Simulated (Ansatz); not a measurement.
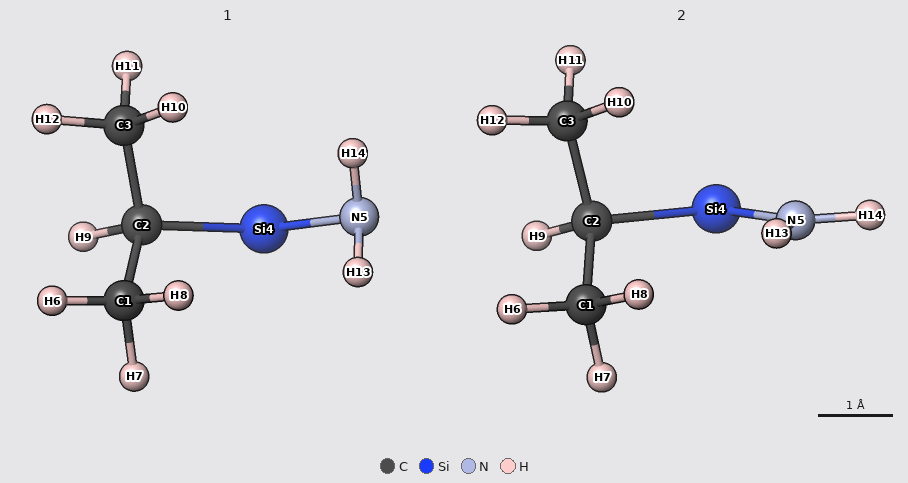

Two geometries of C$_{3}$H$_{9}$NSi (coarse preliminary run), drawn at one scale. One is the start of a relaxation, the other its converged end. Style: ball-and-stick. Shown from a free direction.

Computed with RKS PBE-D4/def2-SVP (Ansatz). Set-up: force threshold 0.03 eV/Å; at most 200 steps.

Q: Which one is relaxed?

A: Structure 2 is the relaxed one. The start comes from a force field. H14 moves most after the best rigid fit: 1.27 Å. Largest moves by element: H 1.27 Å, N 0.29 Å, Si 0.28 Å, C 0.16 Å. Near-neighbour distances that change, for instance: C1–H6 1.051 → 1.113 Å, C2–Si4 1.907 → 1.960 Å, C3–H10 1.063 → 1.111 Å, N5–H14 0.981 → 1.024 Å. Among the angles between lasting bonds that change: Si4–N5–H13 112.3° → 126.9°, Si4–N5–H14 108.7° → 121.6°, C2–Si4–N5 109.1° → 98.4°. After 13 accepted moves (14 points after the start) the energy has fallen by 144.6 kJ/mol. Largest force component: 3.1 eV/Å at the start, 0.018 eV/Å at the end. The line search rejected the trial step at point 11 of the run. The run took about 80 core-seconds on a shared host.
